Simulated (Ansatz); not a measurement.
# SnPt (model cell, started as zinc blende): a soft mode frozen in, part 2 of 3

Wanted: the energy along a soft mode of SnPt (model cell, started as zinc blende) and the structure at the end.

Ansatz 0.2.0; DFT LDA, scalar-relativistic, plane waves, PAW.

So far, highest frequency on the path or at a solved wavevector (cm⁻¹): step 2 (the dispersion) 193. Also lowest frequency on the path (cm⁻¹): step 2 -22.9.

The structure was built from a prototype and need not be the compound's stable phase.

**6. Relaxing from the distorted cell**

Starting from the lowest point found, all atoms and the cell are let go, so that strain and other modes of the same symmetry can join in.

The input, input.yaml:

```yaml
crystal:
  lattice:
    - [0.0, -2.9533293504, -2.9533293504]
    - [0.0, 2.9533293504, -2.9533293504]
    - [5.9066587008, 0.0, 0.0]
  atoms:
    - { symbol: Pt, position: [0.5338517521, 0.4677457148, 0.5] }
    - { symbol: Pt, position: [-0.0338517521, 0.0322542852, 0.0] }
    - { symbol: Sn, position: [0.0381350271, 0.5363354321, 0.75] }
    - { symbol: Sn, position: [0.4618649729, -0.0363354321, 0.25] }
kpoints:
  mp_grid: { grid: [10, 10, 6] }
hamiltonian:
  xc: lda
scf:
  occupations: { method: methfessel_paxton, width: 0.15 }
output:
  forces: true
  stress: true
  eigenvalues: true
  write_density: true
  write_potential: true
  elf: true
  volumetric_format: npy
relax:
  adjacent_minimum: "off"
  f_tol: 0.002
  max_steps: 120
  cell: { stress_tol: 0.03 }
```

Launch:

```bash
$ ansatz run input.yaml --threads 4 --pin off --max-ram 7168MiB --backend cpu --events-out ev --progress --plain --runs-dir out
```

Numbers of over 12 decimals in the logs are rounded to 6 here.

The log of the run:

```text
[...]
Crystal: 4 atoms, lattice volume = 103.038 Å³
Basis set: ecut = 420 eV, 1963 PW (Γ)
Bands: 39, of which v1, the nominal top of the filled ones, is band 32 counted from 1 (31 counted from 0)
Symmetry: 2 space group operations
[...]
k-points: 208 of 600 (time reversal used)
[...]
SCF iter   1: F=—  HF=-36249.149147 eV  |F-HF|=—  |Δ(HF+E_count)|=         —  Δρ=5.68e-3  dr2=1.74e-2  ethr=1.77e-3  ⟨swp⟩=6.6  Hψ=32897  notcnv=0  defer=1
[...]
SCF iter   6: F=-36249.142335 eV  HF=-36249.142335 eV  |F-HF|=4.69e-8  |Δ(HF+E_count)|=   5.71e-8  S|Δr|=    0.00e0  Δρ=9.49e-6  dr2=9.84e-8  ethr=1.56e-10  ⟨swp⟩=14.2  Hψ=61695  notcnv=0
SCF 1 converged in 6 iterations: F = -36249.142335 eV  dr2 = 9.84e-8
[...]
relax step   1: F+E_penalty+E_count = -36249.14233473 eV  Δ(F+E_penalty+E_count) = +0.000e0 eV  max|allowed force component| = 2.821e-2 eV/Å  Δτ_max = 0.0000 Å  P = -1.751 GPa  Ω = 103.038 Å³  (6 SCF iters, dr2 threshold 1.00e-7 eV, accepted)
Crystal: 4 atoms, lattice volume = 99.095 Å³
Basis set: ecut = 420 eV, 1907 PW (Γ)
[...]
SCF iter   6: F=-36249.170675 eV  HF=-36249.170676 eV  |F-HF|=4.91e-8  |Δ(HF+E_count)|=   2.95e-8  S|Δr|=    0.00e0  Δρ=8.46e-6  dr2=8.39e-8  ethr=6.25e-10  ⟨swp⟩=11.2  Hψ=60176  notcnv=0
SCF 2 converged in 6 iterations: F = -36249.170675 eV  dr2 = 8.39e-8
relax step   2: F+E_penalty+E_count = -36249.17067548 eV  Δ(F+E_penalty+E_count) = -2.834e-2 eV  max|allowed force component| = 1.379e-1 eV/Å  Δτ_max = 0.0294 Å  P = +1.628 GPa  Ω = 99.095 Å³  energy of the carried Pulay correction = +1.576e-3 eV  (6 SCF iters, dr2 threshold 4.00e-7 eV, accepted)
Crystal: 4 atoms, lattice volume = 94.433 Å³
Basis set: ecut = 420 eV, 1849 PW (Γ)
[...]
SCF iter   7: F=-36249.324617 eV  HF=-36249.324617 eV  |F-HF|=1.78e-7  |Δ(HF+E_count)|=   4.11e-7  S|Δr|=    0.00e0  Δρ=1.51e-5  dr2=3.76e-7  ethr=6.25e-10  ⟨swp⟩=11.7  Hψ=63860  notcnv=0
SCF 3 converged in 7 iterations: F = -36249.324617 eV  dr2 = 3.76e-7
relax step   3: F+E_penalty+E_count = -36249.32461716 eV  Δ(F+E_penalty+E_count) = -1.539e-1 eV  max|allowed force component| = 4.170e-1 eV/Å  Δτ_max = 0.1803 Å  P = +1.975 GPa  Ω = 94.433 Å³  energy of the carried Pulay correction = +3.522e-3 eV  (7 SCF iters, dr2 threshold 4.00e-7 eV, accepted)
[... from here on, the SCF cycles and remarks between the steps are left out ...]
relax step   4: F+E_penalty+E_count = -36249.63601314 eV  Δ(F+E_penalty+E_count) = -3.114e-1 eV  max|allowed force component| = 7.740e-1 eV/Å  Δτ_max = 0.1679 Å  P = +0.565 GPa  Ω = 90.753 Å³  energy of the carried Pulay correction = +5.124e-3 eV  (7 SCF iters, dr2 threshold 4.00e-7 eV, accepted)
relax step   5: F+E_penalty+E_count = -36250.08818957 eV  Δ(F+E_penalty+E_count) = -4.522e-1 eV  max|allowed force component| = 1.093e0 eV/Å  Δτ_max = 0.1975 Å  P = -2.369 GPa  Ω = 87.567 Å³  energy of the carried Pulay correction = +6.561e-3 eV  (7 SCF iters, dr2 threshold 4.00e-7 eV, accepted)
relax step   6: F+E_penalty+E_count = -36250.48291783 eV  Δ(F+E_penalty+E_count) = -3.947e-1 eV  max|allowed force component| = 1.620e0 eV/Å  Δτ_max = 0.1309 Å  P = +0.694 GPa  Ω = 82.724 Å³  energy of the carried Pulay correction = +8.840e-3 eV  (7 SCF iters, dr2 threshold 4.00e-7 eV, accepted)
relax step   7: F+E_penalty+E_count = -36250.94953673 eV  Δ(F+E_penalty+E_count) = -4.666e-1 eV  max|allowed force component| = 1.077e0 eV/Å  Δτ_max = 0.1946 Å  P = -0.213 GPa  Ω = 80.263 Å³  energy of the carried Pulay correction = +1.004e-2 eV  (7 SCF iters, dr2 threshold 4.00e-7 eV, accepted)
relax step   8: F+E_penalty+E_count = -36251.23881878 eV  Δ(F+E_penalty+E_count) = -2.893e-1 eV  max|allowed force component| = 7.668e-1 eV/Å  Δτ_max = 0.1976 Å  P = +4.024 GPa  Ω = 76.697 Å³  energy of the carried Pulay correction = +1.185e-2 eV  (7 SCF iters, dr2 threshold 4.00e-7 eV, accepted)
relax step   9: F+E_penalty+E_count = -36251.37455314 eV  Δ(F+E_penalty+E_count) = -1.357e-1 eV  max|allowed force component| = 1.337e-1 eV/Å  Δτ_max = 0.1381 Å  P = +0.549 GPa  Ω = 78.053 Å³  energy of the carried Pulay correction = +1.115e-2 eV  (6 SCF iters, dr2 threshold 4.00e-7 eV, accepted)
relax step  10: F+E_penalty+E_count = -36251.38843839 eV  Δ(F+E_penalty+E_count) = -1.389e-2 eV  max|allowed force component| = 8.323e-3 eV/Å  Δτ_max = 0.0430 Å  P = -0.108 GPa  Ω = 78.201 Å³  energy of the carried Pulay correction = +1.108e-2 eV  (5 SCF iters, dr2 threshold 4.00e-7 eV, accepted)
relax step  11: F+E_penalty+E_count = -36251.38864174 eV  Δ(F+E_penalty+E_count) = -2.034e-4 eV  max|allowed force component| = 3.162e-3 eV/Å  Δτ_max = 0.0044 Å  P = -0.052 GPa  Ω = 78.155 Å³  energy of the carried Pulay correction = +1.110e-2 eV  (4 SCF iters, dr2 threshold 2.07e-7 eV, accepted)
relax step  12: F+E_penalty+E_count = -36251.38866890 eV  Δ(F+E_penalty+E_count) = -2.716e-5 eV  max|allowed force component| = 6.049e-4 eV/Å  Δτ_max = 0.0013 Å  P = +0.022 GPa  Ω = 78.122 Å³  energy of the carried Pulay correction = +1.112e-2 eV  (4 SCF iters, dr2 threshold 1.49e-8 eV, accepted)
relax step  13: F+E_penalty+E_count = -36251.38866512 eV  Δ(F+E_penalty+E_count) = +3.775e-6 eV  max|allowed force component| = 5.168e-5 eV/Å  Δτ_max = 0.0002 Å  P = +0.002 GPa  Ω = 78.132 Å³  energy of the carried Pulay correction = +1.111e-2 eV  (4 SCF iters, dr2 threshold 2.84e-9 eV, accepted)
relax step  14: F+E_penalty+E_count = -36251.40813149 eV  Δ(F+E_penalty+E_count) = -1.947e-2 eV  max|allowed force component| = 6.684e-3 eV/Å  Δτ_max = 0.0000 Å  P = +0.409 GPa  Ω = 78.132 Å³  stress off target by 1.30e0 GPa  SCF on the basis re-selected at this cell (its energy is not comparable with the rows above)  (7 SCF iters)
relax step  15: F+E_penalty+E_count = -36251.41297384 eV  Δ(F+E_penalty+E_count) = -4.842e-3 eV  max|allowed force component| = 1.762e-3 eV/Å  Δτ_max = 0.0197 Å  P = +0.106 GPa  Ω = 78.295 Å³  energy of the carried Pulay correction = -8.509e-5 eV  (5 SCF iters, dr2 threshold 4.00e-7 eV, accepted)
relax step  16: F+E_penalty+E_count = -36251.41326215 eV  Δ(F+E_penalty+E_count) = -2.883e-4 eV  max|allowed force component| = 1.799e-4 eV/Å  Δτ_max = 0.0058 Å  P = -0.004 GPa  Ω = 78.356 Å³  energy of the carried Pulay correction = -1.167e-4 eV  (4 SCF iters, dr2 threshold 2.40e-7 eV, accepted)
relax step  17: F+E_penalty+E_count = -36251.41343380 eV  Δ(F+E_penalty+E_count) = -1.717e-4 eV  max|allowed force component| = 5.036e-4 eV/Å  Δτ_max = 0.0000 Å  P = -0.005 GPa  Ω = 78.356 Å³  stress off target by 3.45e-2 GPa  SCF on the basis re-selected at this cell (its energy is not comparable with the rows above)  (6 SCF iters)
relax step  18: F+E_penalty+E_count = -36251.41344759 eV  Δ(F+E_penalty+E_count) = -1.379e-5 eV  max|allowed force component| = 1.288e-4 eV/Å  Δτ_max = 0.0013 Å  P = +0.000 GPa  Ω = 78.353 Å³  energy of the carried Pulay correction = +1.424e-6 eV  (5 SCF iters, dr2 threshold 2.98e-9 eV, accepted)
[...]
SCF iter   4: F=-36251.413441 eV  HF=-36251.413441 eV  |F-HF|=0.00e0  |Δ(HF+E_count)|=  1.46e-11  S|Δr|=    0.00e0  Δρ=7.49e-8  dr2=5.86e-12  ethr=1.00e-12  ⟨swp⟩=5.3  Hψ=35688  notcnv=0
SCF 19 converged in 4 iterations: F = -36251.413441 eV  dr2 = 5.86e-12
relax step  19: F+E_penalty+E_count = -36251.41344073 eV  Δ(F+E_penalty+E_count) = +6.861e-6 eV  max|allowed force component| = 1.421e-4 eV/Å  Δτ_max = 0.0000 Å  P = +0.000 GPa  Ω = 78.353 Å³  stress off target by 5.13e-3 GPa  SCF on the basis re-selected at this cell (its energy is not comparable with the rows above)  (4 SCF iters)
basis re-selected at this cell: Δ(F+E_penalty+E_count) = +6.861e-6 eV, ΔP = +0.000 GPa vs the last step (what re-selecting the basis moved, of the pressure what is left beyond the Pulay correction that the steps carried, after the strain that the cell walked since its last selection, with what the two solves' SCF thresholds leave and, on support functions, any second-order correction that the steps lacked; it is no m [...]
SCF converged after 4 iterations
[...]
Free energy (F): -36251.413441 eV
[...]
Internal energy: -36251.412838 eV  (E = F + TS)
E sigma→0 (E₀):  -36251.413290 eV
Entropy (-TS):   -0.000602 eV (-0.151 meV/atom)
Fermi energy:    16.370170 eV
[...]
--- Forces (eV/Å), atoms counted from 1 ---
  atom   1  Pt     0.00003524     0.00004831    -0.00001554
  atom   2  Pt     0.00003524    -0.00004831     0.00001554
  atom   3  Sn    -0.00003524    -0.00001039     0.00014205
  atom   4  Sn    -0.00003524     0.00001039    -0.00014205
  max |Σ_I F_I| component: 3.40e-9 eV/Å
--- Stress (GPa, compression-positive) ---
       -0.001181      -0.000000      -0.000000
       -0.000000      -0.002891       0.000080
       -0.000000       0.000080       0.005132
  P = ⅓ Tr σ = 0.0004 GPa (0.004 kbar)
--- Band table (eV; the first three rows and the last of 208) ---
  k-point 0: bands = [... 28 lower, 14.4238, 14.4241, 17.6774, 18.1346, 18.1383, 20.1737, 21.1707, 21.7437, ... 3 higher]
  k-point 1: bands = [... 28 lower, 14.1099, 14.1104, 17.1753, 18.5639, 18.5672, 20.2740, 20.6166, 21.6325, ... 3 higher]
  k-point 2: bands = [... 28 lower, 13.4982, 13.4989, 16.6743, 18.7844, 19.5018, 19.5044, 21.2413, 21.2417, ... 3 higher]
  k-point 207: bands = [... 28 lower, 13.3409, 13.3409, 13.7355, 13.7355, 18.0473, 18.0473, 19.8542, 19.8542, ... 3 higher]
--- Relaxed structure (16 steps of the walk, 16 accepted, 3 SCFs on fresh bases) ---
  F+E_penalty+E_count = -36251.41344073 eV   max|allowed force component| = 1.421e-4 eV/Å   (the final SCF, on the basis selected at the relaxed cell)
  cell:  # Å, volume = 78.3532 Å³
    - [0.0, -2.045209, -3.541609]
    - [0.0, 2.045225, -3.541625]
    - [5.408612, 0.0, 0.0]
  atoms:
    - { symbol: Pt, position: [0.750002, 0.249997, 0.499999] }
    - { symbol: Pt, position: [-0.250002, 0.250003, -7.94692335356401e-7] }
    - { symbol: Sn, position: [0.083369, 0.583373, 0.750001] }
    - { symbol: Sn, position: [0.416631, -0.083373, 0.250001] }
```

Wall time 5.9 min (4 threads of Arm Neoverse V2, shared host); peak memory 0.9 GiB; 23 min of CPU time.

Step by step:

```csv
step,energy less that of the first step (eV),largest force component (eV/Å),pressure (GPa),volume (Å³)
1,0.0000,0.0282,-1.75,103.04
2,-0.0283,0.1379,1.63,99.10
3,-0.1823,0.4170,1.98,94.43
4,-0.4937,0.7740,0.56,90.75
5,-0.9459,1.0935,-2.37,87.57
6,-1.3406,1.6198,0.69,82.72
7,-1.8072,1.0768,-0.21,80.26
8,-2.0965,0.7668,4.02,76.70
9,-2.2322,0.1337,0.55,78.05
10,-2.2461,0.0083,-0.11,78.20
11,-2.2463,0.0032,-0.05,78.16
12,-2.2463,0.0006,0.02,78.12
13,-2.2463,0.0001,0.00,78.13
14*,-2.2658,0.0067,0.41,78.13
15,-2.2706,0.0018,0.11,78.30
16,-2.2709,0.0002,0.00,78.36
17*,-2.2711,0.0005,-0.01,78.36
18,-2.2711,0.0001,0.00,78.35
19*,-2.2711,0.0001,0.00,78.35
```

Relaxation steps marked * repeat the geometry before them on a plane-wave basis chosen anew for their cell, so energy and pressure can jump there.

The run keeps the 2 symmetry operations that it works with, so distortions that break them were not tested.

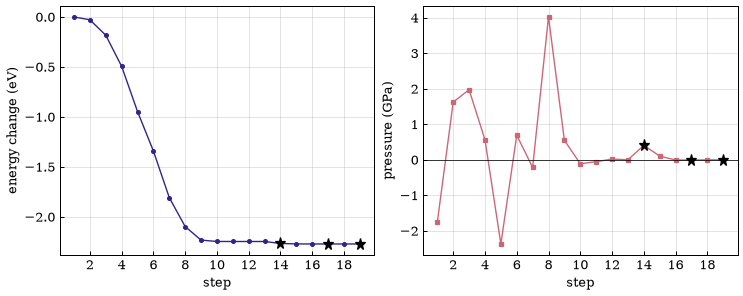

Energy and pressure along the relaxation. Stars mark steps on a basis chosen anew.

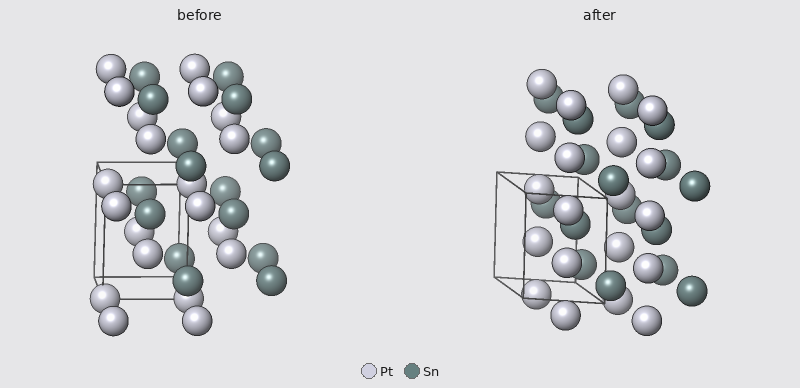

Before and after, at one scale.

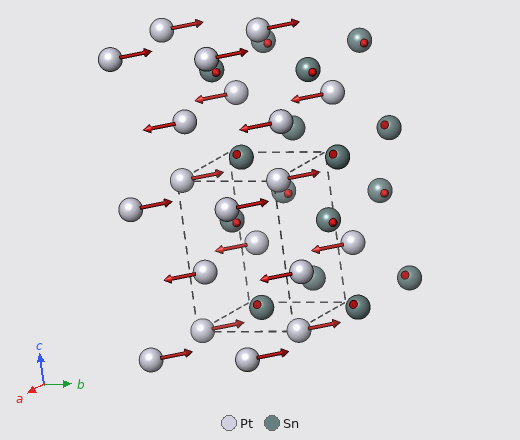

Displacements in the relaxation, exaggerated, measured against the changing cell; the longest in the cell stands for 0.89 Å. 2×2×2 cells are drawn. Some periodic images of atoms are drawn too.

```csv
cell as run,before,after,change
a (Å),4.177,4.090,-2.1 %
b (Å),4.177,4.090,-2.1 %
c (Å),5.907,5.409,-8.4 %
γ (°),90.00,60.01,-33.3 %
volume (Å³/atom),25.76,19.59,-24.0 %
```

The atoms that moved most (Å, as changes of fractional coordinates times the final cell):

```csv
atom,dx,dy,dz,length
Pt1,0.000,-0.887,0.006,0.887
Pt2,0.000,0.887,-0.006,0.887
Sn4,0.000,-0.004,0.327,0.327
Sn3,0.000,0.004,-0.327,0.327
```

Final coordinates:

```cif
data_structure
_symmetry_space_group_name_H-M 'P 1'
_symmetry_Int_Tables_number 1
_cell_length_a 4.0897
_cell_length_b 4.0898
_cell_length_c 5.4086
_cell_angle_alpha 90.000
_cell_angle_beta 90.000
_cell_angle_gamma 60.011
_cell_volume 78.35
loop_
_atom_site_label
_atom_site_type_symbol
_atom_site_fract_x
_atom_site_fract_y
_atom_site_fract_z
_atom_site_occupancy
Pt1 Pt 0.75000 0.25000 0.50000 1
Pt2 Pt 0.75000 0.25000 0.00000 1
Sn3 Sn 0.08337 0.58337 0.75000 1
Sn4 Sn 0.41663 0.91663 0.25000 1
```

This step gave:

* pressure: 3.53e-4 GPa
* volume per atom: 19.59 Å³

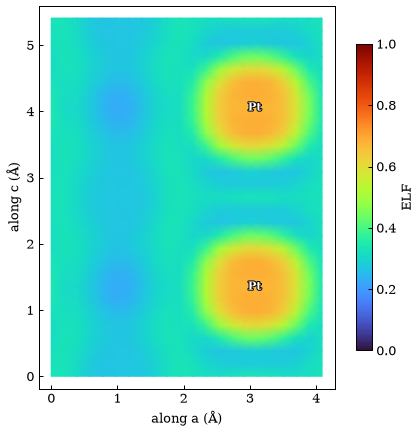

ELF in the ac plane at fractional y = 0.250, with atoms of Pt within 0.2 Å of it. It is the smooth field of the valence electrons, not physical close to the nuclei. The map starts off the cell's origin, so that atoms lie inside it.

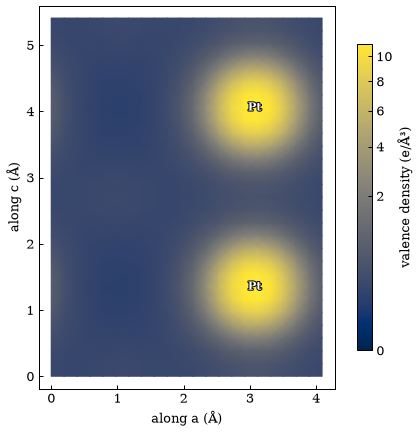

Valence density in the ac plane at fractional y = 0.250, with atoms of Pt within 0.2 Å of it. It is the smooth field of the valence electrons, not physical close to the nuclei. The map starts off the cell's origin, so that atoms lie inside it. The colour scale is stretched toward low values.

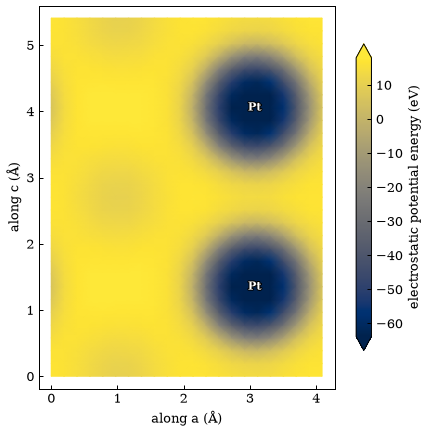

Electrostatic potential energy in the ac plane at fractional y = 0.250, with atoms of Pt within 0.2 Å of it. With pseudopotentials it is smooth inside the atoms' cores, unlike the true potential. The map starts off the cell's origin, so that atoms lie inside it.

The distorted start has space group P2_1; the relaxation ends in P6_3/mmc.

**7. The new phase in its own primitive cell**

The relaxed structure is symmetrised, reduced to its primitive cell and relaxed tightly, as its phonons need.

The input, input.yaml:

```yaml
crystal:
  lattice:
    - [4.0897391844, 0.0, 0.0]
    - [-2.0448695922, 3.5418180285, 0.0]
    - [0.0, 0.0, 5.4086118871]
  atoms:
    - { symbol: Pt, position: [0.0, 0.0, 0.5] }
    - { symbol: Pt, position: [0.0, 0.0, 0.0] }
    - { symbol: Sn, position: [0.6666666667, 0.3333333333, 0.75] }
    - { symbol: Sn, position: [0.3333333333, 0.6666666667, 0.25] }
kpoints:
  mp_grid: { grid: [12, 12, 8] }
hamiltonian:
  xc: lda
scf:
  occupations: { method: methfessel_paxton, width: 0.15 }
output:
  forces: true
  stress: true
  eigenvalues: true
relax:
  adjacent_minimum: "off"
  f_tol: 0.001
  max_steps: 60
  cell: { stress_tol: 0.01 }
```

The log of the run:

```text
[...]
Crystal: 4 atoms, lattice volume = 78.344 Å³
Basis set: ecut = 420 eV, 1555 PW (Γ)
Bands: 39, of which v1, the nominal top of the filled ones, is band 32 counted from 1 (31 counted from 0)
Symmetry: 24 space group operations
[...]
k-points: 95 of 1152
[...]
--- Relaxed structure (3 steps of the walk, 2 accepted, 1 SCFs on fresh bases) ---
[...]
cell:  # Å, volume = 78.3797 Å³
    - [4.092020, 0.0, 0]
    - [-2.046010, 3.543793, 0]
    - [0, 0, 5.405026]
  atoms:
    - { symbol: Pt, position: [0, 0, 0.500000] }
    - { symbol: Pt, position: [0, 0, 0] }
    - { symbol: Sn, position: [0.666667, 0.333333, 0.750000] }
    - { symbol: Sn, position: [0.333333, 0.666667, 0.250000] }
[key lines of the parts left out:]
SCF converged after 4 iterations
Free energy (F): -36251.422184 eV
Fermi energy:    16.367026 eV
P = ⅓ Tr σ = -0.0007 GPa (-0.007 kbar)
```

The job ended after 13 s (4 threads; peak memory 0.54 GiB).

Little changed from the start: no atom moved by 0.005 Å and no cell edge by 0.1 %.

Numbers from this step:

```yaml
pressure: -7.09e-4 GPa
```

The forces vanish by symmetry and the pressure is -0.001 GPa, within the tolerances set. The cell now holds 19.59 Å³/atom.

(Part 2 of 3 ends here.)

[Logs are printed without paths, hosts, clocks, repeated set-up lines and the standing remarks that a program may print on its own settings, such as how far it seeks lower states.]

[Hosts, paths, dates, database ids (printed as entryN), source tags and the programs' standing remarks are cut or masked in the printed files.]
